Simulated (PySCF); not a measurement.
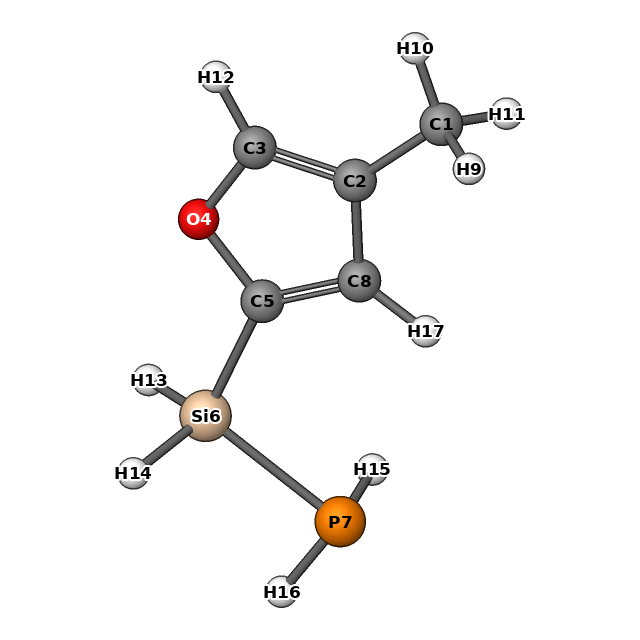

The questions are on isotropic NMR shieldings of the C atoms. The computed structure is the end point of a GFN2-xTB optimisation. No frequency run is at hand to confirm it as a minimum. Level of theory: GIAO PBE0/pcSseg-1 NMR shielding, non-relativistic, gas phase (PySCF 2.14.0).

Which C atom is the most shielded (lowest chemical shift)?

C1 (175.1 ppm).

Which C atom is the least shielded (highest chemical shift)?

C5 (32.0 ppm).

How wide is the range of C shifts?

143.1 ppm.

Give the isotropic NMR shieldings of the C atoms atom by atom.

```json
{"atom": "C1", "σ (ppm)": "175.1"}
{"atom": "C2", "σ (ppm)": "58.9"}
{"atom": "C3", "σ (ppm)": "35.3"}
{"atom": "C5", "σ (ppm)": "32.0"}
{"atom": "C8", "σ (ppm)": "54.6"}
```

The geometry is semi-empirical. Around P, Si such bond lengths and angles can be off by a tenth of an ångström or more and by several degrees, and values that hang on the shape move with them.
